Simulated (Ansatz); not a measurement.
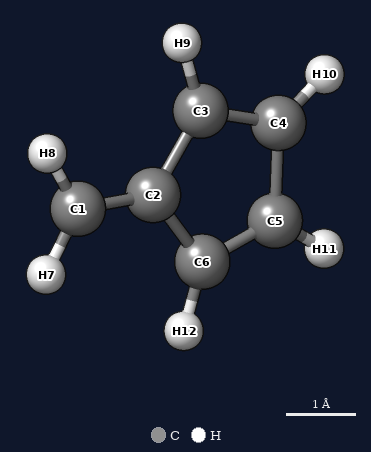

C₆H₆ (coarse preliminary run), before the relaxation. A ball-and-stick model, seen at a tilt.

The start comes from a force field.

All numbers below come from RKS PBE-D4/def2-SVP in Ansatz.

The input:
```yaml
crystal:
  periodic: [false, false, false]
  atoms:
    - {symbol: C, position_ang: [-0.784900, -1.623100, 0.905200]}
    - {symbol: C, position_ang: [-0.283100, -0.526400, 0.290800]}
    - {symbol: C, position_ang: [0.603300, 0.419500, 0.886400]}
    - {symbol: C, position_ang: [1.021600, 1.326700, -0.051800]}
    - {symbol: C, position_ang: [0.252500, 0.974300, -1.294100]}
    - {symbol: C, position_ang: [-0.489700, -0.106400, -1.084200]}
    - {symbol: H, position_ang: [-1.485800, -2.235400, 0.367400]}
    - {symbol: H, position_ang: [-0.583900, -1.793300, 1.925200]}
    - {symbol: H, position_ang: [0.995900, 0.411000, 1.959100]}
    - {symbol: H, position_ang: [1.611500, 2.162100, 0.086600]}
    - {symbol: H, position_ang: [0.319300, 1.546900, -2.170900]}
    - {symbol: H, position_ang: [-1.099700, -0.611000, -1.785600]}
basis:
  gaussian: {orbitals: def2-SVP}
hamiltonian: {xc: pbe, dispersion: d4}
relax: {f_tol: 0.03, max_steps: 200}
```

**What does the optimiser find from here?**

After 4 geometry steps the energy has fallen by 9.79 kcal/mol. Largest force component: 2.9 eV/Å at the start, 0.0095 eV/Å at the end. H8 moves most after the best rigid fit: 0.080 Å. Largest moves by element: H 0.080 Å, C 0.062 Å. Among the contacts that change: C4–H10 1.032 → 1.099 Å, C2–C3 1.427 → 1.476 Å, C1–H8 1.053 → 1.101 Å, C3–H9 1.142 → 1.097 Å. Bond angles that change, for instance: C4–C3–H9 122.9° → 127.7°, C3–C4–C5 104.7° → 109.1°, H7–C1–H8 121.1° → 117.4°. The run took roughly 24 core-seconds on a shared host.

Final geometry:

```xyz
12

C    -0.8275   -1.6171    0.9173
C    -0.2723   -0.5398    0.3076
C     0.6578    0.4337    0.9128
C     0.9754    1.3539   -0.0465
C     0.2673    1.0117   -1.2956
C    -0.4784   -0.1152   -1.0911
H    -1.5130   -2.2898    0.3782
H    -0.6100   -1.8543    1.9708
H     1.0112    0.3967    1.9509
H     1.6466    2.2156    0.0728
H     0.3415    1.5843   -2.2305
H    -1.1216   -0.6346   -1.8126
```

The end point in the same view:

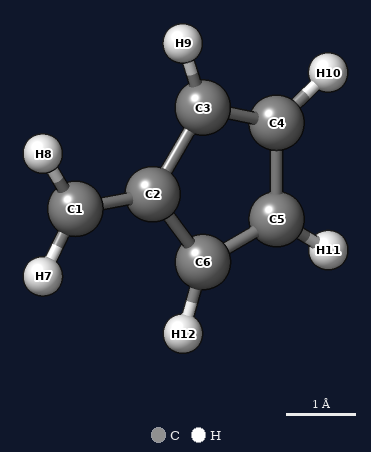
